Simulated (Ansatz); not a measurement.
Input

```
crystal:
  periodic: [false, false, false]
  atoms:
    - {symbol: Al, position_ang: [-1.368917, 1.800555, -0.450614]}
    - {symbol: Al, position_ang: [-0.008304, -1.142062, 0.502876]}
    - {symbol: Cl, position_ang: [1.225298, -1.208148, 2.187069]}
    - {symbol: F, position_ang: [-0.267918, -2.570612, -0.305296]}
    - {symbol: O, position_ang: [-0.703057, 0.291900, -0.006539]}
    - {symbol: H, position_ang: [-0.545956, 2.700452, -1.447631]}
    - {symbol: H, position_ang: [-2.765125, 2.194696, 0.162915]}
basis:
  gaussian:
    orbitals: def2-TZVPD
hamiltonian:
  xc: {name: PBE0}
total_charge: 0
output:
  forces: true
  orbitals: {seedname: orbitals}
```

Command:

```sh
ansatz run input.yaml --threads 2 --pin off --max-ram 4350MiB --events-out events.jsonl --progress --plain --runs-dir runs
```

Geometry: B3LYP-D3(BJ)/6-311G**.

Theory: Ansatz, isolated molecule in a Gaussian basis; Kohn-Sham density functional theory, functional PBE0.

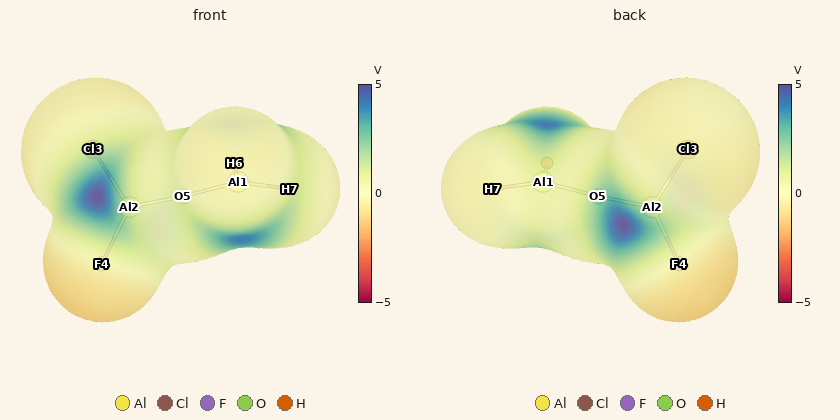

Al2ClFH2O. The molecular electrostatic potential painted on the density surface at 0.002 e/bohr³, seen from the front and from behind; red is negative and blue positive.

Q: Describe the electrostatic potential map.

A: The most negative region (about −1.2 V, or −28 kcal/mol for a unit charge) lies over F4, the most positive (about +4.6 V, or +106 kcal/mol for a unit charge) over Al2.

Q: How polar is the molecule by this calculation?

A: Its dipole moment is 1.81 D.
